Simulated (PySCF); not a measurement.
Consider C$_{6}$H$_{14}$OSi$_{2}$ (SMILES CC#CC[SiH2][SiH2]OCC).

```yaml
atoms:
  - { symbol: C, position_ang: [-5.6031, 0.6395, -0.4249] }
  - { symbol: C, position_ang: [-4.2935, 0.1076, -0.1065] }
  - { symbol: C, position_ang: [-3.2159, -0.3441, 0.1616] }
  - { symbol: C, position_ang: [-1.9118, -0.8725, 0.4737] }
  - { symbol: Si, position_ang: [-0.5168, 0.1706, -0.3199] }
  - { symbol: Si, position_ang: [1.4736, -0.7334, 0.3787] }
  - { symbol: O, position_ang: [2.4893, 0.1157, -0.5578] }
  - { symbol: C, position_ang: [3.8793, 0.0235, -0.6603] }
  - { symbol: C, position_ang: [4.5836, 0.6793, 0.5175] }
  - { symbol: H, position_ang: [-5.5372, 1.7106, -0.6162] }
  - { symbol: H, position_ang: [-6.2892, 0.4715, 0.4056] }
  - { symbol: H, position_ang: [-5.9991, 0.1469, -1.3131] }
  - { symbol: H, position_ang: [-1.7901, -0.8966, 1.5597] }
  - { symbol: H, position_ang: [-1.8564, -1.9058, 0.1215] }
  - { symbol: H, position_ang: [-0.7397, 1.5647, 0.1038] }
  - { symbol: H, position_ang: [-0.7591, 0.1618, -1.7725] }
  - { symbol: H, position_ang: [1.7934, -0.5779, 1.8122] }
  - { symbol: H, position_ang: [1.6938, -2.1759, 0.1537] }
  - { symbol: H, position_ang: [4.1604, 0.5244, -1.5935] }
  - { symbol: H, position_ang: [4.1755, -1.0300, -0.7298] }
  - { symbol: H, position_ang: [5.6602, 0.6420, 0.3755] }
  - { symbol: H, position_ang: [4.3273, 0.1612, 1.4381] }
  - { symbol: H, position_ang: [4.2708, 1.7168, 0.6032] }
```

Geometry: GFN2-xTB.

These are results of PBE0/pcSseg-1, SCF density, gas phase, non-relativistic in PySCF 2.14.0, not measurements.

What can the converged electron density and electron localisation function tell about the bonding?

C–C (1.20 Å): the density is about 2.7 e/Å³ at the midpoint; the ELF peaks at about 0.85 between the atoms; a short, multiple covalent bond.
C–O (1.40 Å): the density is about 2.1 e/Å³ at the midpoint, with its minimum of 1.8 e/Å³ about 0.5 Å from C; the ELF peaks at about 0.90 between the atoms; a polar covalent bond.
Si–O (1.62 Å): ρ at the midpoint is about 1.2 e/Å³; the ELF peaks at about 0.85 between the atoms, as expected for a short, strongly polar bond.
C–Si (1.91 Å): ρ is about 0.88 e/Å³ halfway; the ELF peaks at about 0.95 between the atoms: a covalent bond.

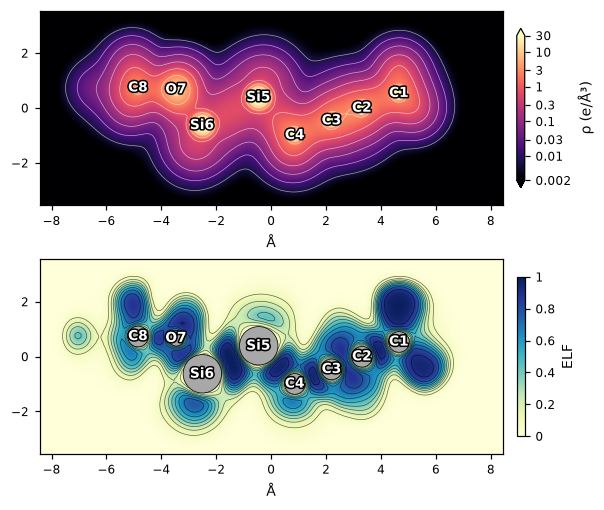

Computed electron density and electron localisation function on the plane of atoms C3, C4 and Si5, in this order. Grey discs cover the atomic cores in the ELF map. 
